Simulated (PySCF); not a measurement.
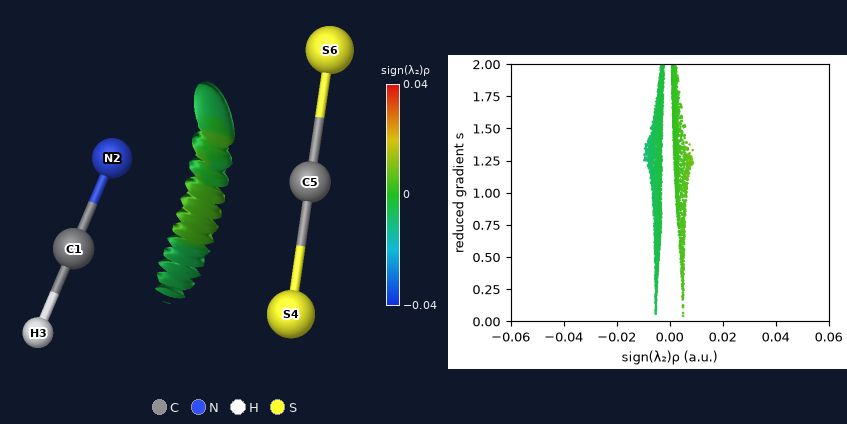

C$_{2}$HNS$_{2}$, SMILES `C#N.S=C=S`. Non-covalent interaction surfaces between the fragments (reduced density gradient s = 0.4, coloured by sign(λ₂)ρ in a.u.; trimmed to the region between the fragments where ρ is under 0.06 a.u.). Fragment A: HCN (atoms 1–3); fragment B: CS2. The plot gives s against sign(λ₂)ρ for grid points between the fragments.

PySCF calculation, CAM-B3LYP/6-31G*, gas phase; geometry: GFN2-xTB. GFN2-xTB bond lengths at metals and heavier atoms can be off by up to 0.1 Å and shapes distorted, which carries into these values.

### Which interactions hold the two fragments together?

Bond critical points between the fragments: N2···S4, 3.74 Å, ρ = 0.005 a.u.; N2···C5, 3.30 Å, ρ = 0.005 a.u., a bond path close to vanishing (ellipticity 10.9). All are weak and appear green (van der Waals range). Several contacts close a ring, whose ring point adds a part with positive λ₂ between them. The pose is a local one from a semi-empirical search, not shown to be the most stable.

### How strongly are they bound?

The counterpoise-corrected interaction energy of the frozen fragments is +0.5 kcal/mol without dispersion correction and −0.9 kcal/mol with D3(BJ). The pair geometry is semi-empirical, not a minimum at this level.
